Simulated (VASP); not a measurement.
Band structure of Gd (space group P6_3/mmc). Level of theory: PBE GGA, VASP's PBE PAW potentials (set 64) (plane waves; VASP).

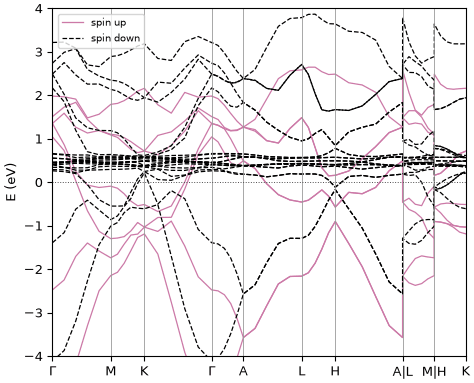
*Bands along high-symmetry lines, zero at the valence-band maximum or, without a gap, the Fermi level*

Read the plot: is there a gap, and where are the band edges?

It has no gap at this level: it comes out as a metal or semimetal.

The structure is a typed Gd crystal. The cell was not relaxed at this level.
